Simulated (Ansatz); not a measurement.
Electronic density of states of amorphous Si₂₄O₅₀Sn, density 2.34 g/cm³, on a 2×2×2 Γ-centred mesh with a Gaussian width of 0.1 eV; energies count from the Fermi level, whose place inside the gap is arbitrary. Cell and mesh are small, so fine structure isn't converged. Computed with PBE, scalar-relativistic without spin-orbit coupling (plane waves to 420 eV, PAW; Ansatz, an electronic-structure program). Sampling: a 2×2×2 Γ-centred mesh; Fermi-Dirac width 0.02 eV; no spin polarisation. At PBE the levels at both edges of the gap are localised (band-tail or defect states), and the nearest spread-out levels lie 5.6 eV apart at the zone centre.

A CHGNet melt-quench gave the starting glass, which DFT then relaxed. O atoms were pushed apart under 1.9 Å during the dynamics, to hinder bonds among them. The hot cell started wider than the set density and was brought back towards it in steps. It is the lowest in DFT energy of 2 quenches. It is a model cell: composition and starting density were chosen by hand, and all elements were melted together. No dispersion term was used. Its density started from a set value of 2.34 and ended at 2.34 g/cm³. Cooling (nominally 400 K/ps over its main leg) ran many orders faster than in experiment, which tends to leave more defects and strain. One small periodic cell is one sample of the glass; other quenches scatter about these values. The volume was held where the preparation left it, at a PBE pressure of 0.0 GPa. Stress components on the final sampling reach 2.3 GPa.

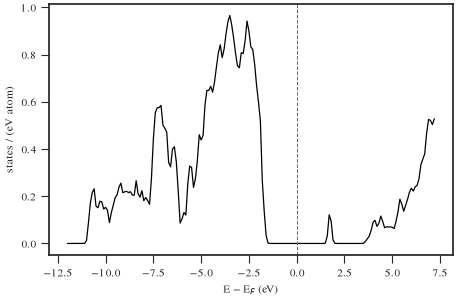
Figure: Density of states per atom

The gap between localised states on this mesh is 3.39 eV; the broadening fills part of it in the curve.
